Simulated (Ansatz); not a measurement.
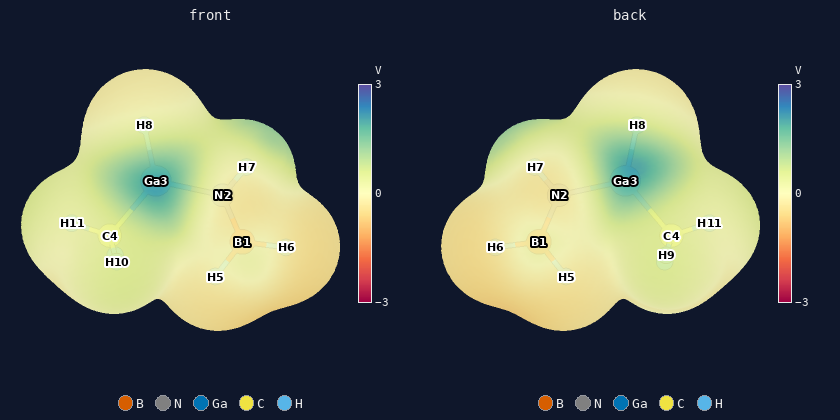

*CH₇BGaN (SMILES B[NH][GaH][CH3]). The molecular electrostatic potential painted on the density surface at 0.001 e/bohr³, seen from the front and from behind; the colour scale runs from red (negative) to blue (positive).*

Geometry: PBE0-D4/def2-TZVP.

All numbers below come from RKS PBE0-D4/def2-TZVPP (Ansatz 0.2.0).

Input file:

```
crystal:
  periodic: [false, false, false]
  atoms:
    - {symbol: B, position_ang: [0.556075, 1.502333, 1.106807]}
    - {symbol: N, position_ang: [1.045123, 0.200074, 0.979346]}
    - {symbol: Ga, position_ang: [0.361165, -1.109862, -0.156246]}
    - {symbol: C, position_ang: [-1.174520, -0.627685, -1.264884]}
    - {symbol: H, position_ang: [-0.387830, 1.838960, 0.443235]}
    - {symbol: H, position_ang: [1.069170, 2.277463, 1.867640]}
    - {symbol: H, position_ang: [1.839432, -0.047174, 1.552907]}
    - {symbol: H, position_ang: [1.115371, -2.483028, -0.093954]}
    - {symbol: H, position_ang: [-1.991042, -0.264037, -0.637359]}
    - {symbol: H, position_ang: [-0.903192, 0.185446, -1.942304]}
    - {symbol: H, position_ang: [-1.529762, -1.472480, -1.855178]}
basis:
  gaussian: {orbitals: def2-TZVPP}
hamiltonian: {xc: pbe0, dispersion: d4}
output: {orbitals: {seedname: orbitals}}
```

Run with:

```sh
ansatz run in.yaml --threads 4 --pin off --events-out ev --progress --plain --max-ram 10444MiB
```

Describe the electrostatic potential map.

The most negative region (about −0.7 V) lies over H6, the most positive (about +2.0 V) over Ga3.
